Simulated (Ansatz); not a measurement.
# BNH₂ (triplet): the correlation ladder at a displaced geometry (v1), cc-pVDZ

How much of the correlation energy of BNH₂ (triplet) does each wave-function method recover here?

Method: cc-pVDZ, core rule «outside noble gas», up to 2 orbitals frozen; program: Ansatz 0.2.0, Gaussian basis.

To be run: UHF; CCSD(T) on ROHF; CCSD(T) on UHF; BCCD(T) on ROHF; CISD as a restricted active space (open shells left free, so some higher excitations enter); CCSDT(Q) on ROHF; CCSDT(Q) on UHF; CASSCF and MRCISD+Q, 10 electrons in 10 orbitals; CASSCF and NEVPT2, 10 electrons in 10 orbitals.

24 further runs of the same task are left out: 3 for a known fault of the program, 11 that didn't finish, 10 set aside as unsound or not needed. Runs told in other sessions of the task aren't counted.

### 1 The system

The geometry is a PBE0/def2-TZVP stationary point (not a proven minimum) with its atoms shifted at random (size 0.040 Å).

4 atoms, charge 0, spin multiplicity 3.

Atoms are counted from 1 here; the program's logs count them from 0.

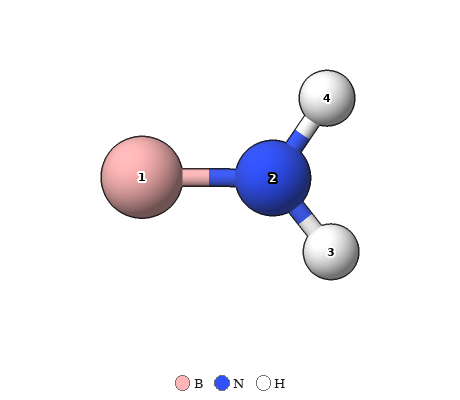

The geometry (boron pink, nitrogen blue, hydrogen white); atoms are numbered from 1 in the order of the file.

Geometry (Å):

```
B     0.0008    0.0075    0.8676
N    -0.0001   -0.0086   -0.5110
H     0.0479   -0.7902   -1.1171
H    -0.0549    0.8288   -1.0873
```

In the tables R marks a restricted open-shell determinant and U an unrestricted one; 'valence' is the active space of 10 electrons in 10 orbitals; energies count from the table's Hartree-Fock row.

### 2 UHF

File in.yaml:

```yaml
crystal:
  periodic: [false, false, false]
  atoms:
    - {symbol: B, position_ang: [0.000755, 0.007543, 0.867589]}
    - {symbol: N, position_ang: [-0.000078, -0.008600, -0.511020]}
    - {symbol: H, position_ang: [0.047886, -0.790240, -1.117056]}
    - {symbol: H, position_ang: [-0.054891, 0.828846, -1.087253]}
basis:
  gaussian: {orbitals: cc-pVDZ}
magnetization: {spin_polarized: true, initial_magnetization: 2}
hamiltonian: {xc: hf}
output: {orbitals: {seedname: orbitals}}
```

Run with:

```console
$ ansatz run in.yaml --threads 1 --pin off --events-out ev --progress --plain --max-ram 2393MiB
```

The program printed:

```text
Functional definition: HF
  name "HF"
  cite "Fock, Z. Phys. 61, 126 (1930) doi:10.1007/BF01340294"
  parent pbe
  exchange = exact_x
  correlation = 0
354 factors; integrals over basis functions are off by at most 1.3e-3 eV
mean field evaluation 1: about -2180.0304 eV, gradient 1.8e1 eV
mean field evaluation 2: about -2180.0309 eV, gradient 1.8e1 eV
mean field evaluation 4: about -2182.3622 eV, gradient 3.2e0 eV
mean field evaluation 8: about -2182.5471 eV, gradient 1.4e-1 eV
mean field -2182.54775872 eV, -80.2071507491 hartree, gradient 7.8e-6 eV, S^2 2.022249; 0 other end points of the search recorded, 0 dependent functions left out
reference -2182.54775872 eV, -80.2071507491 hartree; 8, 6 occupied and 30, 32 virtual orbitals, 354 factors
Total energy: -2182.54775872 eV, -80.2071507491 hartree
```

It took 0.18 s on 1 thread of Arm Neoverse V1, shared host.

From the report: ⟨S²⟩ of the determinant 2.022 (pure triplet: 2.00).

### 3 CCSD(T) on ROHF

in.yaml, as its differences from that of step 2:

```diff
@@ -9,4 +9,4 @@
   gaussian: {orbitals: cc-pVDZ}
-magnetization: {spin_polarized: true, initial_magnetization: 2}
-hamiltonian: {xc: hf}
-output: {orbitals: {seedname: orbitals}}
+magnetization: {spin_polarized: false, initial_magnetization: 2}
+correlation: {method: ccsd_t, electrons: outside_noble_gas}
+output: {forces: true}
```

The command is unchanged.

The program printed, cut to the lines that bear on the results:

```text
Functional definition: HF
  name "HF"
  cite "Fock, Z. Phys. 61, 126 (1930) doi:10.1007/BF01340294"
  parent pbe
[...]
354 factors; integrals over basis functions are off by at most 1.3e-3 eV
[...]
mean field -2182.47662008 eV, -80.2045364521 hartree, gradient 1.4e-6 eV, S^2 2.000000; 1 other end points of the search recorded, 0 dependent functions left out
[...]
determinant -2182.47662008 eV, -80.2045364521 hartree, with singles and doubles -2188.79199827 eV, -80.4366223200 hartree
determinant -2180.81013187 eV, -80.1432941402 hartree, with singles and doubles -2186.92619979 eV, -80.3680554904 hartree
2 core orbitals not correlated: weight in the atoms' cores, before any rotation towards them, 1.000 or more for the frozen orbitals, at most 0.000 for the correlated occupied ones
reference -2182.47662008 eV, -80.2045364521 hartree; 6, 4 occupied and 30, 32 virtual orbitals, 354 factors
second order -5.76113365 eV of doubles, -0.03046173 eV of singles
cycle   1  -6.31545482 eV  change   -7.7e-5 eV  update   6.0e-4
[...]
cycle   9  -6.31555610 eV  change    2.0e-7 eV  update   4.0e-7
perturbative correction -0.17386722 eV, -0.0063895024 hartree
[...]
Total energy: -2188.96604340 eV, -80.4430183606 hartree
Atom 0 at     0.000755     0.007543     0.867589 Å, force     0.010072    -0.143526     0.229460 eV/Å
Atom 1 at    -0.000078    -0.008600    -0.511020 Å, force    -0.083022     1.287913     0.222981 eV/Å
Atom 2 at     0.047886    -0.790240    -1.117056 Å, force     0.097947    -1.556175    -0.545453 eV/Å
Atom 3 at    -0.054891     0.828846    -1.087253 Å, force    -0.024998     0.411788     0.093012 eV/Å
Dipole moment:    -0.001599     0.007533    -0.470628 e Å
```

It took 2.1 s on 1 thread of Arm Neoverse V1, shared host.

From the report: correlation -6.4894 eV; T1 0.025; largest double amplitude 0.06.

### 4 CCSD(T) on UHF

in.yaml, as its differences from that of step 3:

```diff
@@ -9,3 +9,3 @@
   gaussian: {orbitals: cc-pVDZ}
-magnetization: {spin_polarized: false, initial_magnetization: 2}
+magnetization: {spin_polarized: true, initial_magnetization: 2}
 correlation: {method: ccsd_t, electrons: outside_noble_gas}
```

Launched as before.

The program printed, cut to the lines that bear on the results:

```text
Functional definition: HF
  name "HF"
  cite "Fock, Z. Phys. 61, 126 (1930) doi:10.1007/BF01340294"
  parent pbe
[...]
354 factors; integrals over basis functions are off by at most 1.3e-3 eV
[...]
mean field -2182.54775872 eV, -80.2071507491 hartree, gradient 2.7e-6 eV, S^2 2.022249; 1 other end points of the search recorded, 0 dependent functions left out
determinant -2182.54775872 eV, -80.2071507491 hartree, with singles and doubles -2188.79212560 eV, -80.4366269993 hartree
determinant -2180.86698349 eV, -80.1453833984 hartree, with singles and doubles -2186.92767598 eV, -80.3681097396 hartree
2 core orbitals not correlated: weight in the atoms' cores, before any rotation towards them, 1.000 or more for the frozen orbitals, at most 0.000 for the correlated occupied ones
reference -2182.54775872 eV, -80.2071507491 hartree; 6, 4 occupied and 30, 32 virtual orbitals, 354 factors
second order -5.74483288 eV of doubles, -0.00000000 eV of singles
cycle   1  -6.24467074 eV  change   -3.0e-4 eV  update   9.4e-4
[...]
cycle   8  -6.24516766 eV  change    1.8e-7 eV  update   4.7e-7
perturbative correction -0.17319468 eV, -0.0063647871 hartree
[...]
Total energy: -2188.96612106 eV, -80.4430212144 hartree
Atom 0 at     0.000755     0.007543     0.867589 Å, force     0.010072    -0.143538     0.228940 eV/Å
Atom 1 at    -0.000078    -0.008600    -0.511020 Å, force    -0.083025     1.287948     0.222437 eV/Å
Atom 2 at     0.047886    -0.790240    -1.117056 Å, force     0.097923    -1.555774    -0.544900 eV/Å
Atom 3 at    -0.054891     0.828846    -1.087253 Å, force    -0.024970     0.411363     0.093522 eV/Å
Dipole moment:    -0.001598     0.007532    -0.470091 e Å
```

Run time: 2.2 s. Hardware: 1 thread of Arm Neoverse V1, shared host.

From the report: ⟨S²⟩ of the determinant 2.022 (pure triplet: 2.00); correlation -6.4184 eV; T1 0.018; largest double amplitude 0.06.

### 5 BCCD(T) on ROHF

in.yaml, as its differences from that of step 4:

```diff
@@ -9,4 +9,3 @@
   gaussian: {orbitals: cc-pVDZ}
-magnetization: {spin_polarized: true, initial_magnetization: 2}
-correlation: {method: ccsd_t, electrons: outside_noble_gas}
-output: {forces: true}
+magnetization: {spin_polarized: false, initial_magnetization: 2}
+correlation: {method: bccd_t, electrons: outside_noble_gas}
```

The command is unchanged.

The program printed, cut to the lines that bear on the results:

```text
Functional definition: HF
  name "HF"
  cite "Fock, Z. Phys. 61, 126 (1930) doi:10.1007/BF01340294"
  parent pbe
[...]
354 factors; integrals over basis functions are off by at most 1.3e-3 eV
[...]
mean field -2182.47662008 eV, -80.2045364521 hartree, gradient 1.4e-6 eV, S^2 2.000000; 1 other end points of the search recorded, 0 dependent functions left out
[...]
determinant -2182.47662008 eV, -80.2045364521 hartree, with singles and doubles -2188.79199827 eV, -80.4366223200 hartree
determinant -2180.81013187 eV, -80.1432941402 hartree, with singles and doubles -2186.92619979 eV, -80.3680554904 hartree
2 core orbitals not correlated: weight in the atoms' cores, before any rotation towards them, 1.000 or more for the frozen orbitals, at most 0.000 for the correlated occupied ones
reference -2182.47662008 eV, -80.2045364521 hartree; 6, 4 occupied and 30, 32 virtual orbitals, 354 factors
second order -5.76113365 eV of doubles, -0.03046173 eV of singles
cycle   1  -6.30304528 eV  change    1.2e-2 eV  update   1.0e-2
[...]
cycle   9  -6.30478430 eV  change    3.7e-6 eV  update   7.0e-6
perturbative correction -0.18400094 eV, -0.0067619099 hartree
Total energy: -2188.96540532 eV, -80.4429949116 hartree
```

It took 1.1 s on 1 thread of Arm Neoverse V1, shared host.

From the report: correlation -6.4888 eV; largest double amplitude 0.06.

### 6 CISD as a restricted active space (open shells left free, so some higher excitations enter)

in.yaml, as its differences from that of step 5:

```diff
@@ -10,2 +10,2 @@
 magnetization: {spin_polarized: false, initial_magnetization: 2}
-correlation: {method: bccd_t, electrons: outside_noble_gas}
+correlation: {active_space: {ras: {orbitals: [4, 2, 30], electrons: 10, max_holes: 2, max_particles: 2}, fixed_orbitals: true}}
```

The command is unchanged.

The program printed:

```text
Functional definition: HF
  name "HF"
  cite "Fock, Z. Phys. 61, 126 (1930) doi:10.1007/BF01340294"
  parent pbe
  exchange = exact_x
  correlation = 0
354 factors; integrals over basis functions are off by at most 1.3e-3 eV
mean field evaluation 1: about -2180.1953 eV, gradient 2.3e1 eV
mean field evaluation 2: about -2180.1957 eV, gradient 2.3e1 eV
mean field evaluation 4: about -2182.4309 eV, gradient 2.9e0 eV
mean field evaluation 8: about -2182.4766 eV, gradient 1.3e-4 eV
mean field -2182.47662008 eV, -80.2045364521 hartree, gradient 1.4e-6 eV, S^2 2.000000; 0 other end points of the search recorded, 0 dependent functions left out
reference -2182.47662008 eV, -80.2045364521 hartree; 8, 6 occupied and 30, 32 virtual orbitals, 354 factors
state -2188.43566936 eV, -80.4235274741 hartree
Total energy: -2188.43566936 eV, -80.4235274741 hartree
```

It took 1.1 s on 1 thread of Arm Neoverse V1, shared host.

From the report: 129,456 determinants.

### 7 CCSDT(Q) on ROHF

in.yaml, as its differences from that of step 6:

```diff
@@ -10,2 +10,2 @@
 magnetization: {spin_polarized: false, initial_magnetization: 2}
-correlation: {active_space: {ras: {orbitals: [4, 2, 30], electrons: 10, max_holes: 2, max_particles: 2}, fixed_orbitals: true}}
+correlation: {method: ccsdt_q, electrons: outside_noble_gas}
```

Launched as before.

The program printed, cut to the lines that bear on the results:

```text
Functional definition: HF
  name "HF"
  cite "Fock, Z. Phys. 61, 126 (1930) doi:10.1007/BF01340294"
  parent pbe
[...]
719 factors; integrals over basis functions are off by at most 2.1e-7 eV
[...]
mean field -2182.47664408 eV, -80.2045373342 hartree, gradient 1.4e-6 eV, S^2 2.000000; 1 other end points of the search recorded, 0 dependent functions left out
[...]
determinant -2182.47664408 eV, -80.2045373342 hartree, with singles and doubles -2188.79200829 eV, -80.4366226880 hartree
determinant -2180.81016238 eV, -80.1432952614 hartree, with singles and doubles -2186.92621547 eV, -80.3680560667 hartree
2 core orbitals not correlated: weight in the atoms' cores, before any rotation towards them, 1.000 or more for the frozen orbitals, at most 0.000 for the correlated occupied ones
reference -2182.47664408 eV, -80.2045373342 hartree; 6, 4 occupied and 30, 32 virtual orbitals, 719 factors
second order -5.76114252 eV of doubles, -0.03046182 eV of singles
cycle   1  -6.08122115 eV  change   -2.9e-1 eV  update   6.9e-2
[...]
cycle  15  -6.50694601 eV  change   -2.4e-8 eV  update   1.2e-6
perturbative correction -0.01334422 eV, -0.0004903911 hartree
Total energy: -2188.99693431 eV, -80.4441535805 hartree
```

It took 21 s on 1 thread of Arm Neoverse V1, shared host; peak memory 0.3 GiB.

From the report: correlation -6.5203 eV; T1 0.025; largest double amplitude 0.07.

### 8 CCSDT(Q) on UHF

in.yaml, as its differences from that of step 7:

```diff
@@ -9,3 +9,3 @@
   gaussian: {orbitals: cc-pVDZ}
-magnetization: {spin_polarized: false, initial_magnetization: 2}
+magnetization: {spin_polarized: true, initial_magnetization: 2}
 correlation: {method: ccsdt_q, electrons: outside_noble_gas}
```

The command is unchanged.

The program printed, cut to the lines that bear on the results:

```text
Functional definition: HF
  name "HF"
  cite "Fock, Z. Phys. 61, 126 (1930) doi:10.1007/BF01340294"
  parent pbe
[...]
719 factors; integrals over basis functions are off by at most 2.1e-7 eV
[...]
mean field -2182.54778255 eV, -80.2071516246 hartree, gradient 2.7e-6 eV, S^2 2.022249; 1 other end points of the search recorded, 0 dependent functions left out
determinant -2182.54778255 eV, -80.2071516246 hartree, with singles and doubles -2188.79213557 eV, -80.4366273655 hartree
determinant -2180.86701453 eV, -80.1453845391 hartree, with singles and doubles -2186.92769170 eV, -80.3681103170 hartree
2 core orbitals not correlated: weight in the atoms' cores, before any rotation towards them, 1.000 or more for the frozen orbitals, at most 0.000 for the correlated occupied ones
reference -2182.54778255 eV, -80.2071516246 hartree; 6, 4 occupied and 30, 32 virtual orbitals, 719 factors
second order -5.74484171 eV of doubles, -0.00000000 eV of singles
cycle   1  -6.02291326 eV  change   -2.8e-1 eV  update   6.6e-2
[...]
cycle  16  -6.43595404 eV  change    4.7e-7 eV  update   7.8e-7
perturbative correction -0.01453650 eV, -0.0005342066 hartree
Total energy: -2188.99827309 eV, -80.4442027796 hartree
```

It took 19 s on 1 thread of Arm Neoverse V1, shared host; peak memory 0.27 GiB.

From the report: ⟨S²⟩ of the determinant 2.022 (pure triplet: 2.00); correlation -6.4505 eV; T1 0.018; largest double amplitude 0.07.

### 9 CASSCF and MRCISD+Q, 10 electrons in 10 orbitals

in.yaml, as its differences from that of step 8:

```diff
@@ -9,3 +9,3 @@
   gaussian: {orbitals: cc-pVDZ}
-magnetization: {spin_polarized: true, initial_magnetization: 2}
-correlation: {method: ccsdt_q, electrons: outside_noble_gas}
+magnetization: {spin_polarized: false, initial_magnetization: 2}
+correlation: {method: fic_mrcisd_q, electrons: outside_noble_gas, active_space: {window: {electrons: 10, orbitals: 10}, shells: [{species: B, l: s, shell: 2}, {species: B, l: p, shell: 2}, {species: H, l: s, shell: 1}, {species: "N", l: s, shell: 2}, {species: "N", l: p, shell: 2}]}}
```

The command is unchanged.

The program printed, cut to the lines that bear on the results:

```text
Functional definition: HF
  name "HF"
  cite "Fock, Z. Phys. 61, 126 (1930) doi:10.1007/BF01340294"
  parent pbe
[...]
719 factors; integrals over basis functions are off by at most 2.1e-7 eV
[...]
mean field -2182.47664408 eV, -80.2045373342 hartree, gradient 1.4e-6 eV, S^2 2.000000; 0 other end points of the search recorded, 0 dependent functions left out
reference -2182.47664408 eV, -80.2045373342 hartree; 8, 6 occupied and 30, 32 virtual orbitals, 719 factors
state -2185.50903757 eV, -80.3159757395 hartree
contracted CI cycle   1: correlation 0.00000000 eV, 0.0000000000 hartree, residual 1.77e1 eV
contracted CI cycle   2: correlation -3.19020469 eV, -0.1172378598 hartree, residual 3.17e0 eV
contracted CI cycle   3: correlation -3.30068118 eV, -0.1212977960 hartree, residual 6.97e-1 eV
contracted CI cycle   4: correlation -3.30659597 eV, -0.1215151607 hartree, residual 1.96e-1 eV
contracted CI cycle   5: correlation -3.30702378 eV, -0.1215308822 hartree, residual 5.09e-2 eV
contracted CI cycle   6: correlation -3.30705164 eV, -0.1215319062 hartree, residual 1.27e-2 eV
contracted CI cycle   7: correlation -3.30705341 eV, -0.1215319713 hartree, residual 3.42e-3 eV
contracted CI cycle   8: correlation -3.30705353 eV, -0.1215319757 hartree, residual 8.37e-4 eV
state -2185.50903757 eV, -80.3159757395 hartree; corrected -2188.96023838 eV, -80.4428050301 hartree
Total energy: -2188.96023838 eV, -80.4428050301 hartree
Checks for a lower state left out: starts, orbital_swaps
```

Wall time 12 s (1 thread of Arm Neoverse V1, shared host); peak memory 0.81 GiB.

From the report: 63,504 determinants; active occupations 1.98, 1.98, 1.98, 1.97, 1.00, 1.00, 0.03, 0.02, 0.02, 0.02.

### 10 CASSCF and NEVPT2, 10 electrons in 10 orbitals

File in.yaml:

```yaml
crystal:
  periodic: [false, false, false]
  atoms:
    - {symbol: B, position_ang: [0.000755, 0.007543, 0.867589]}
    - {symbol: N, position_ang: [-0.000078, -0.008600, -0.511020]}
    - {symbol: H, position_ang: [0.047886, -0.790240, -1.117056]}
    - {symbol: H, position_ang: [-0.054891, 0.828846, -1.087253]}
basis:
  gaussian: {orbitals: cc-pVDZ}
magnetization: {spin_polarized: false, initial_magnetization: 2}
correlation: {method: sc_nevpt2, electrons: outside_noble_gas, active_space: {window: {electrons: 10, orbitals: 10}, shells: [{species: B, l: s, shell: 2}, {species: B, l: p, shell: 2}, {species: H, l: s, shell: 1}, {species: "N", l: s, shell: 2}, {species: "N", l: p, shell: 2}]}}
```

Launched as before.

The program printed:

```text
Functional definition: HF
  name "HF"
  cite "Fock, Z. Phys. 61, 126 (1930) doi:10.1007/BF01340294"
  parent pbe
  exchange = exact_x
  correlation = 0
719 factors; integrals over basis functions are off by at most 2.1e-7 eV
mean field evaluation 1: about -2180.1953 eV, gradient 2.3e1 eV
mean field evaluation 2: about -2180.1957 eV, gradient 2.3e1 eV
mean field evaluation 4: about -2182.4309 eV, gradient 2.9e0 eV
mean field evaluation 8: about -2182.4766 eV, gradient 1.3e-4 eV
mean field -2182.47664408 eV, -80.2045373342 hartree, gradient 1.4e-6 eV, S^2 2.000000; 0 other end points of the search recorded, 0 dependent functions left out
reference -2182.47664408 eV, -80.2045373342 hartree; 8, 6 occupied and 30, 32 virtual orbitals, 719 factors
state -2185.50903757 eV, -80.3159757395 hartree
state -2185.50903757 eV, -80.3159757395 hartree; corrected -2188.16298894 eV, -80.4135066534 hartree
Total energy: -2188.16298894 eV, -80.4135066534 hartree
Checks for a lower state left out: starts, orbital_swaps
```

Wall time 5.5 s (1 thread of Arm Neoverse V1, shared host).

From the report: 63,504 determinants; active occupations 1.98, 1.98, 1.98, 1.97, 1.00, 1.00, 0.03, 0.02, 0.02, 0.02.

### 11 Natural occupations

Natural occupations of the CASSCF valence state about the gap (report; correlated orbitals 2 to 10): 1.978, 1.976, 1.967, 1.001, 1.000, 0.032, 0.023, 0.021, 0.017. The count of effectively unpaired electrons, Σ n²(2 − n)², is 2.02; a single determinant of this spin has 2.

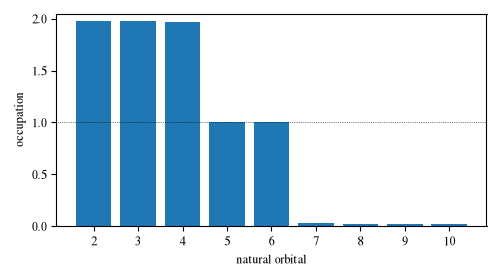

Natural occupations of the CASSCF valence state.

### 12 All levels against the top one

The yardstick is UCCSDT(Q), where the cluster series has nearly closed. Rows without a time are mean-field rows or come out of runs for another level: lower rungs of the coupled-cluster runs, CASSCF and MRCISD of the multireference runs, or the Hartree-Fock search. The times of RCCSD(T), UCCSD(T) include forces.

Differences are taken before rounding.

```csv
method,energy from the lowest ROHF (kJ/mol),from UCCSDT(Q) (kJ/mol),time
ROHF,0.0,+629.2,
UHF,-6.9,+622.4,
RMP2,-558.8,+70.4,
UMP2,-561.2,+68.1,
CISD,-575.0,+54.3,1.1 s
RCCSD,-609.4,+19.9,
UCCSD,-609.4,+19.8,
RCCSD(T),-626.1,+3.1,2.1 s
UCCSD(T),-626.1,+3.1,2.2 s
BCCD(T),-626.1,+3.2,1.1 s
RCCSDT,-627.8,+1.4,
UCCSDT,-627.8,+1.4,
RCCSDT(Q),-629.1,+0.1,21 s
UCCSDT(Q),-629.2,0,19 s
CASSCF valence,-292.6,+336.7,
NEVPT2 valence,-548.7,+80.6,5.5 s
MRCISD valence,-611.7,+17.6,
MRCISD+Q valence,-625.6,+3.7,12 s
```

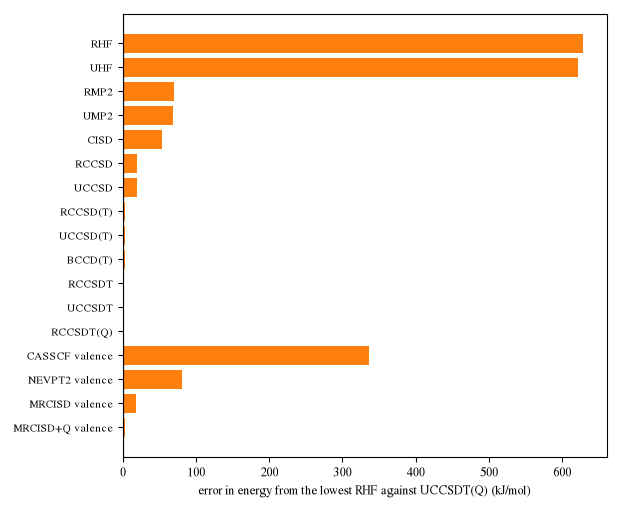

Deviations from UCCSDT(Q), method by method.

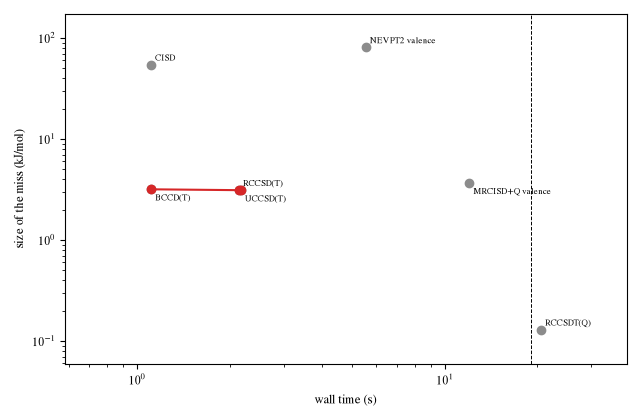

Accuracy for the time spent; red marks the levels that beat every quicker one drawn (of those quicker than the yardstick), and the dashed line is the time of UCCSDT(Q). Times are from a shared host.

### 13 Results

| quantity | value |
| --- | --- |
| UCCSDT(Q) from the ROHF energy | -6.5217 eV |
| RMP2 from UCCSDT(Q) | +70.4 kJ/mol |
| UMP2 from UCCSDT(Q) | +68.1 kJ/mol |
| RCCSD from UCCSDT(Q) | +19.9 kJ/mol |
| RCCSD(T) from UCCSDT(Q) | +3.1 kJ/mol |
| UCCSD(T) from UCCSDT(Q) | +3.1 kJ/mol |
| RCCSDT(Q) from UCCSDT(Q) | +0.1 kJ/mol |
| NEVPT2 valence from UCCSDT(Q) | +80.6 kJ/mol |
| MRCISD+Q valence from UCCSDT(Q) | +3.7 kJ/mol |
| levels within 1 kcal/mol (43 meV) | RCCSD(T), UCCSD(T), BCCD(T), RCCSDT, UCCSDT, RCCSDT(Q), MRCISD+Q valence |
| T1 diagnostic | 0.025 |
| effectively unpaired electrons | 2.02 |

**Reading.** RCCSD(T) lands +3.1 kJ/mol from the yardstick (0.5 % of the correlation energy). One determinant dominates. Of the multireference levels listed MRCISD+Q valence comes nearest in total energy (+3.7 kJ/mol), which doesn't show that its space is the better one. These misses are within one basis, not against nature; the frozen cores of restricted and unrestricted runs differ, which can shift their rows.

With open shells the CI space here admits some higher excitations, so it is larger than plain CISD.

UCCSD(T) reaches 3.1 kJ/mol from the reference in 2.2 s, where UCCSDT(Q) took 19 s; the quickest level in the cost chart, BCCD(T), takes 1.1 s and misses by 3.2 kJ/mol.
